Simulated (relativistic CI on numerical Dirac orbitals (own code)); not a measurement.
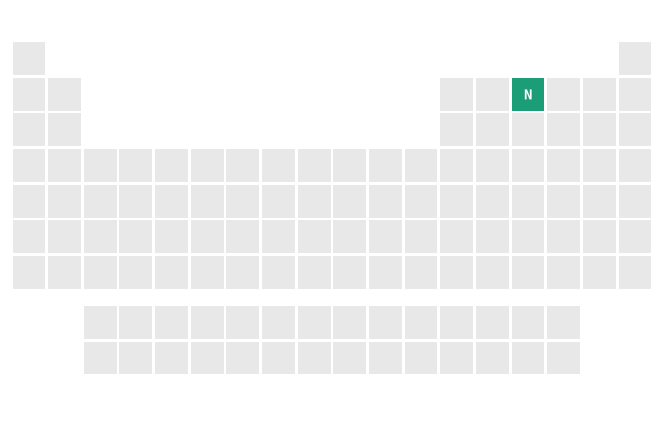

The place of nitrogen in the periodic table.

**Run report: N, relativistic CI calculation**

- system: N.
- method: Dirac-Coulomb-Breit CI, KLI orbitals optimised for each configuration, model QED (radiative potential, 1s self-energy scaled to tabulated hydrogen-like ionisation energies), numerical settings as typed (relativistic CI on numerical Dirac orbitals, in-house)

**Input**
```
atom N  Z=7  charge=0  electrons=7
nucleus A=14  rms_radius_fm=2.5582
hamiltonian dirac-coulomb  breit=on  qed=on  c_scale=1
orbitals kli  potential=per-configuration
slater_scale 1
correlation none
mixing on
grid step=0.0125 r_max=102.8
scf mixing=0.4 start=green max_iterations=63 tolerance=2e-08 node_fill=0.05
configurations
  [He] 2s2 2p3
  [He] 2s 2p4
  [He] 2s2 2p2 3s
  [He] 2p5
  [He] 2s2 2p2 2d
end
```

Hardware: 1 CPU thread, shared host.

Launched within a batch (the task file carries these settings):
```bash
python <driver script> task.json out
```

The program writes its results to a structured record and prints no log; tables and figures of this report are taken from that record.

**What the run reported**

| quantity | value |
| --- | --- |
| outcome | refused by the program |

**What went wrong**

The input is odd on purpose: configuration. The program refused the input; the driver noted: configuration [He] 2s2 2p2 2d: l must be smaller than n.
